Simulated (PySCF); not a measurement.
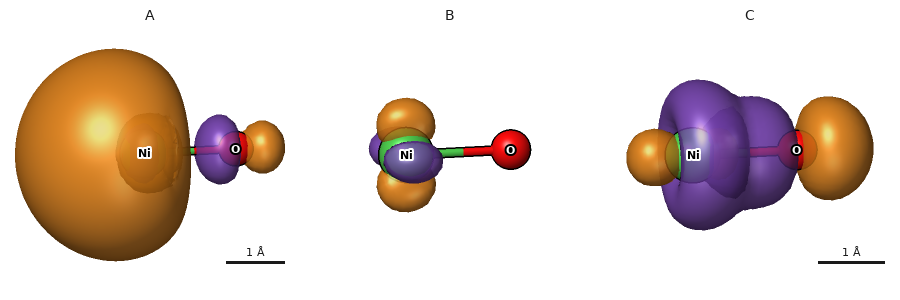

*NiO (charge +1, quartet). Three frontier α-spin orbitals, each drawn at the value that holds 80 % of its norm (orange and purple are the two phases), in no order; of a degenerate pair one member is drawn.*

Method: PBE0/def2-TZVPPD, non-relativistic Hamiltonian with scalar-relativistic core potentials where named, at a bond length of 1.655 Å (PySCF).

Name the orbitals and rank them from lowest to highest energy.

Answer. Orbital B: δ, occupied in this spin, −17.44 eV; almost wholly on Ni.
Orbital C: σ, occupied in this spin, −16.98 eV; shared between the atoms (Ni 55 %, O 45 %).
Orbital A: σ, empty in this spin, −9.64 eV; mainly on Ni (95 %).
